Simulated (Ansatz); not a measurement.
**Two runs on C$_{3}$HF$_{5}$**

System: C$_{3}$HF$_{5}$.
Method of the first run: RKS PBE0-D4/def2-TZVPP (Ansatz 0.2.0).

Text and figures count atoms from 1; the logs count them from 0 in places.

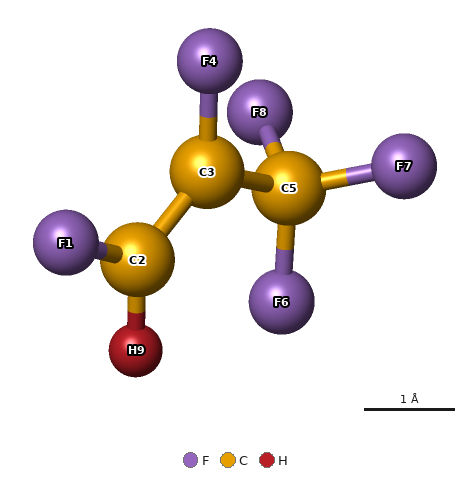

Fig. 1: The input geometry (ball-and-stick view, seen at a tilt; atoms are numbered from 1 in the order of the input).

## Input, the first run
```yaml
crystal:
  periodic: [false, false, false]
  atoms:
    - { symbol: F, position_ang: [2.79442091, 0.01515302, 0.23629116] }
    - { symbol: C, position_ang: [1.55726005, -0.47696343, 0.24175655] }
    - { symbol: C, position_ang: [0.48287358, 0.28862246, -0.02375963] }
    - { symbol: F, position_ang: [0.57209311, 1.59147357, -0.31088749] }
    - { symbol: C, position_ang: [-0.92814726, -0.24135281, -0.02515946] }
    - { symbol: F, position_ang: [-0.94555132, -1.56057009, 0.27215959] }
    - { symbol: F, position_ang: [-1.5085852, -0.07198505, -1.23271055] }
    - { symbol: F, position_ang: [-1.69048803, 0.40695519, 0.88162348] }
    - { symbol: H, position_ang: [1.47713416, -1.54835287, 0.47679636] }
basis:
  gaussian: { orbitals: def2-TZVPP }
hamiltonian:
  xc: pbe0
  dispersion: d4
relax:
  f_tol: 0.002
  max_steps: 150
```

Command:
```bash
ansatz run input.yaml --threads 4 --pin off --max-ram 10240MiB --backend cpu --events-out ev --progress --plain --runs-dir out
```

Hardware: 4 threads of Arm Neoverse V2, 24 GiB of memory available, shared host.

## Output, shortened to warnings, some set-up lines, iterations and results (the first run)
```
[...]
mean field evaluation 1: about -16698.2080 eV, gradient 4.6e1 eV
mean field evaluation 2: about -16697.2850 eV, gradient 5.4e1 eV
mean field evaluation 4: about -16701.2344 eV, gradient 2.5e0 eV
mean field evaluation 8: about -16701.2478 eV, gradient 6.6e-2 eV
mean field evaluation 16: about -16701.3023 eV, gradient 1.9e-4 eV
relax step   1: F+E_penalty+E_count = -16701.44914144 eV  Δ(F+E_penalty+E_count) = +0.000e0 eV  max|allowed force component| = 8.576e-1 eV/Å  Δτ_max = 0.0000 Å  (28 SCF …
relax step   2: F+E_penalty+E_count = -16701.49878380 eV  Δ(F+E_penalty+E_count) = -4.964e-2 eV  max|allowed force component| = 3.440e-1 eV/Å  Δτ_max = 0.0209 Å  (32 SCF …
mean field evaluation 32: about -16701.3565 eV, gradient 1.3e-5 eV
relax step   3: F+E_penalty+E_count = -16701.50433246 eV  Δ(F+E_penalty+E_count) = -5.549e-3 eV  max|allowed force component| = 2.491e-2 eV/Å  Δτ_max = 0.0089 Å  (32 SCF …
relax step   4: F+E_penalty+E_count = -16701.50438981 eV  Δ(F+E_penalty+E_count) = -5.735e-5 eV  max|allowed force component| = 1.037e-2 eV/Å  Δτ_max = 0.0026 Å  (32 SCF …
relax step   5: F+E_penalty+E_count = -16701.50441961 eV  Δ(F+E_penalty+E_count) = -2.980e-5 eV  max|allowed force component| = 7.956e-3 eV/Å  Δτ_max = 0.0029 Å  (32 SCF …
relax step   6: F+E_penalty+E_count = -16701.50442403 eV  Δ(F+E_penalty+E_count) = -4.419e-6 eV  max|allowed force component| = 5.456e-3 eV/Å  Δτ_max = 0.0010 Å  (33 SCF …
relax step   7: F+E_penalty+E_count = -16701.50442460 eV  Δ(F+E_penalty+E_count) = -5.739e-7 eV  max|allowed force component| = 8.557e-4 eV/Å  Δτ_max = 0.0002 Å  (33 SCF …
mean field evaluation 64: about -16701.3566 eV, gradient 2.4e-4 eV
mean field -16701.35663432 eV, -613.7635357251 hartree, gradient 1.3e-5 eV, S^2 0.000000; 1 other end points of the search recorded, 0 dependent functions left out
the calculation of the forces begins
reference -16701.35665404 eV, -613.7635364498 hartree; 32, 32 occupied and 230, 230 virtual orbitals, 1379 factors
Total energy: -16701.50444432 eV, -613.7689676425 hartree
Atom 0 at     2.765041     0.024609     0.231761 Å, force     0.000264     0.000245    -0.000024 eV/Å
Atom 1 at     1.542217    -0.476539     0.240157 Å, force     0.000036    -0.000507     0.000202 eV/Å
Atom 2 at     0.485580     0.274557    -0.020469 Å, force     0.000161     0.000856    -0.000240 eV/Å
Atom 3 at     0.575017     1.565774    -0.304902 Å, force     0.000286    -0.000391     0.000058 eV/Å
Atom 4 at    -0.919589    -0.242879    -0.024096 Å, force    -0.000405     0.000480    -0.000176 eV/Å
Atom 5 at    -0.949942    -1.544411     0.267990 Å, force    -0.000062    -0.000107    -0.000044 eV/Å
Atom 6 at    -1.491335    -0.071116    -1.217893 Å, force    -0.000137    -0.000223     0.000412 eV/Å
Atom 7 at    -1.670884     0.401882     0.871095 Å, force    -0.000171    -0.000323    -0.000168 eV/Å
Atom 8 at     1.474905    -1.528897     0.472467 Å, force     0.000027    -0.000030    -0.000020 eV/Å
Dipole moment:     0.158842    -0.270428     0.074831 e Å
```

The input of the second run differs as follows (lines with − go, lines with + come):
```diff
-  xc: pbe0
+  xc: { name: B3LYP }
```

How does the second run compare with the first run?

The total energies belong to different methods, so their difference says nothing on which is more stable or more accurate. The functional changes from PBE0 to B3LYP.

## Output, shortened to warnings, some set-up lines, iterations and results (the second run)
```
[...]
mean field evaluation 1: about -16713.9202 eV, gradient 5.1e1 eV
mean field evaluation 2: about -16712.0926 eV, gradient 6.4e1 eV
mean field evaluation 4: about -16717.6701 eV, gradient 2.9e0 eV
mean field evaluation 8: about -16717.6896 eV, gradient 9.2e-2 eV
mean field evaluation 16: about -16717.7260 eV, gradient 1.8e-4 eV
relax step   1: F+E_penalty+E_count = -16718.00640752 eV  Δ(F+E_penalty+E_count) = +0.000e0 eV  max|allowed force component| = 9.569e-1 eV/Å  Δτ_max = 0.0000 Å  (30 SCF …
relax step   2: F+E_penalty+E_count = -16718.03399464 eV  Δ(F+E_penalty+E_count) = -2.759e-2 eV  max|allowed force component| = 3.069e-1 eV/Å  Δτ_max = 0.0161 Å  (33 SCF …
mean field evaluation 32: about -16717.7551 eV, gradient 1.6e-5 eV
relax step   3: F+E_penalty+E_count = -16718.03686114 eV  Δ(F+E_penalty+E_count) = -2.866e-3 eV  max|allowed force component| = 2.414e-2 eV/Å  Δτ_max = 0.0078 Å  (33 SCF …
relax step   4: F+E_penalty+E_count = -16718.03701992 eV  Δ(F+E_penalty+E_count) = -1.588e-4 eV  max|allowed force component| = 1.464e-2 eV/Å  Δτ_max = 0.0047 Å  (33 SCF …
relax step   5: F+E_penalty+E_count = -16718.03709341 eV  Δ(F+E_penalty+E_count) = -7.349e-5 eV  max|allowed force component| = 1.252e-2 eV/Å  Δτ_max = 0.0073 Å  (33 SCF …
relax step   6: F+E_penalty+E_count = -16718.03710938 eV  Δ(F+E_penalty+E_count) = -1.597e-5 eV  max|allowed force component| = 3.805e-3 eV/Å  Δτ_max = 0.0012 Å  (34 SCF …
relax step   7: F+E_penalty+E_count = -16718.03711018 eV  Δ(F+E_penalty+E_count) = -7.986e-7 eV  max|allowed force component| = 1.005e-3 eV/Å  Δτ_max = 0.0003 Å  (34 SCF …
mean field evaluation 64: about -16717.7551 eV, gradient 5.3e-1 eV
mean field -16717.75541607 eV, -614.3661798391 hartree, gradient 1.5e-5 eV, S^2 0.000000; 1 other end points of the search recorded, 0 dependent functions left out
the calculation of the forces begins
reference -16717.75561615 eV, -614.3661871917 hartree; 32, 32 occupied and 230, 230 virtual orbitals, 1379 factors
Total energy: -16718.03731025 eV, -614.3765392589 hartree
Atom 0 at     2.774239     0.031520     0.231005 Å, force    -0.000141     0.000141    -0.000131 eV/Å
Atom 1 at     1.545630    -0.480512     0.241331 Å, force     0.000081    -0.000400     0.000503 eV/Å
Atom 2 at     0.486334     0.268668    -0.019085 Å, force    -0.001005     0.000057    -0.000330 eV/Å
Atom 3 at     0.579401     1.569124    -0.305295 Å, force     0.000441    -0.000035    -0.000019 eV/Å
Atom 4 at    -0.923785    -0.242274    -0.024602 Å, force     0.000420     0.000766    -0.000098 eV/Å
Atom 5 at    -0.962124    -1.553040     0.268880 Å, force     0.000171    -0.000453     0.000008 eV/Å
Atom 6 at    -1.499014    -0.067565    -1.226350 Å, force     0.000049    -0.000058     0.000255 eV/Å
Atom 7 at    -1.679652     0.408408     0.875877 Å, force    -0.000175    -0.000040    -0.000034 eV/Å
Atom 8 at     1.489981    -1.531350     0.474349 Å, force     0.000158     0.000021    -0.000155 eV/Å
Dipole moment:     0.163328    -0.281981     0.077831 e Å
```

## The two runs side by side

| quantity | the first run | the second run |
| --- | --- | --- |
| outcome | converged | converged |
| total energy (hartree) | −613.768968 | −614.376539 |
| largest force (eV/Å) | 0.001 | 0.001 |
| basis functions | 262 | 262 |
